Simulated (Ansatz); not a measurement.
## Electronic structure of BCl2H···HCl in real space

Input

```
crystal:
  periodic: [false, false, false]
  atoms:
    - { symbol: B, position_ang: [0.0, 0.0, 0.0] }
    - { symbol: H, position_ang: [0.0, 0.0, 1.54] }
    - { symbol: Cl, position_ang: [1.6108, 0.0, -0.93] }
    - { symbol: Cl, position_ang: [-1.6108, 0.0, -0.93] }
    - { symbol: Cl, position_ang: [0.0903, -2.0478, 0.6811] }
    - { symbol: H, position_ang: [0.0386, -0.8759, 1.6586] }
basis:
  gaussian: { orbitals: "6-31G*" }
hamiltonian:
  xc: pbe
relax:
  f_tol: 0.15
  max_steps: 25
  restrain:
    - { distance: [0, 4], at: 3.06, k: 30.0 }
    - { distance: [5, 1], at: 1.86, k: 30.0 }
    - { distance: [0, 1], at: 1.19, k: 30.0 }
    - { distance: [5, 4], at: 1.37, k: 30.0 }
output:
  orbitals: {}
```

Launched as:

```sh
ansatz run input.yaml --threads 1 --pin off --max-ram 2048MiB --backend cpu --events-out ev --progress --plain --runs-dir out
```

The fields are those of the run's last geometry, not of the input's.

Not at a stationary point (largest force 1.1 eV/Å).

All numbers below come from Ansatz, RKS PBE/6-31G*.

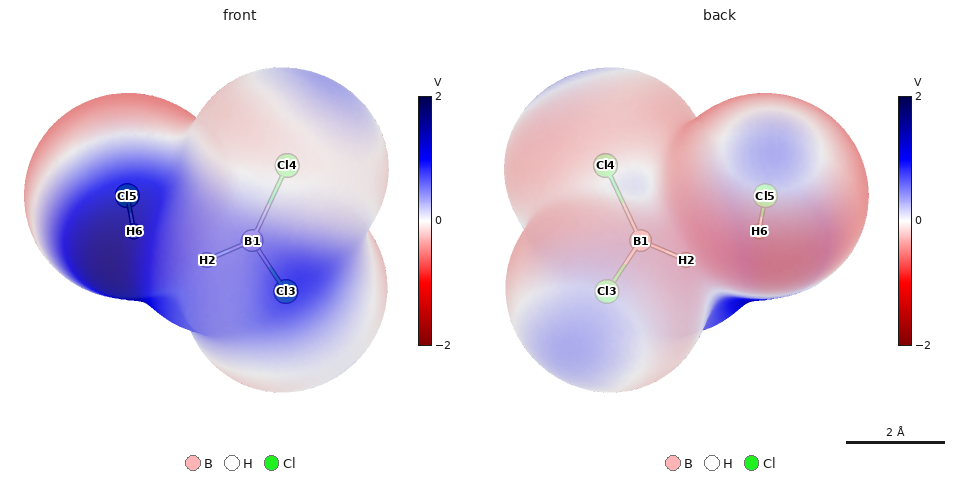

Figure 1. The electrostatic potential painted on the density surface at 0.001 e/bohr³, seen from the front and from behind; red is negative and blue positive.

Question: Where is the surface potential most negative and most positive?

Answer: The most negative region (about −0.5 V, or −12 kcal/mol for a unit charge) lies over Cl5, the most positive (about +1.6 V, or +37 kcal/mol for a unit charge) over H6. Cl3 shows a σ-hole: about +0.3 V, or +7 kcal/mol for a unit charge at the tip opposite its bond, against about −0.1 V on its flanks. Cl4 shows a σ-hole: about +0.3 V, or +7 kcal/mol for a unit charge at the tip opposite its bond, against about −0.1 V on its flanks. Cl5 shows a σ-hole: about +0.3 V at the tip opposite its bond, against about −0.3 V, or −7 kcal/mol for a unit charge on its flanks.

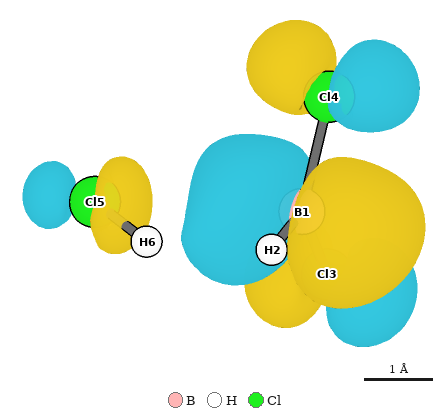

Figure 2. The LUMO at ±0.1 Å⁻³ᐟ² (yellow and cyan are the two phases), seen at a tilt.

Question: Where does this orbital lie, and at what energy?

Answer: Its weight (Hirshfeld) is mainly on B1 (about 50 %), Cl3 (about 15 %), Cl4 (about 15 %) and Cl5 (about 5 %). Its energy is −2.70 eV.

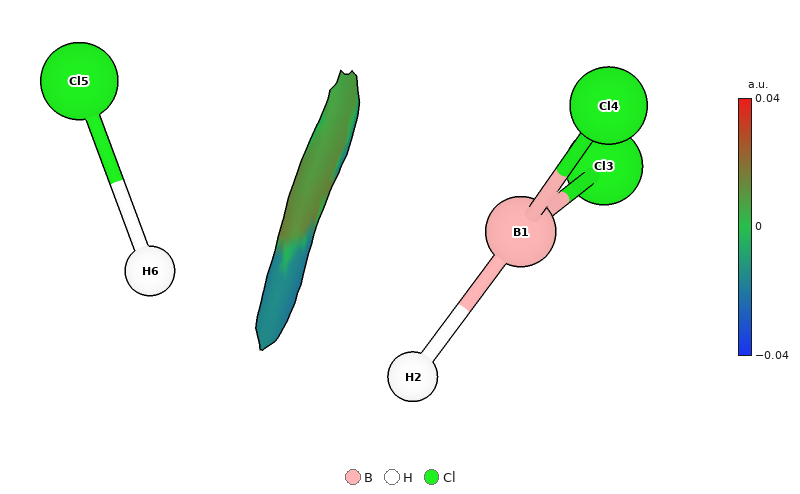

Figure 3. Non-covalent interaction (NCI) plot: the surface where the reduced density gradient is 0.5, for densities under 0.05 a.u., coloured by sign(λ₂)ρ; seen from one side.

Question: What holds or crowds the atoms apart from the covalent bonds?

Answer: Between H6 on one side and B1 and H2 on the other: a weak contact, attractive (blue-green) on one side and crowded (olive to red) on the other.
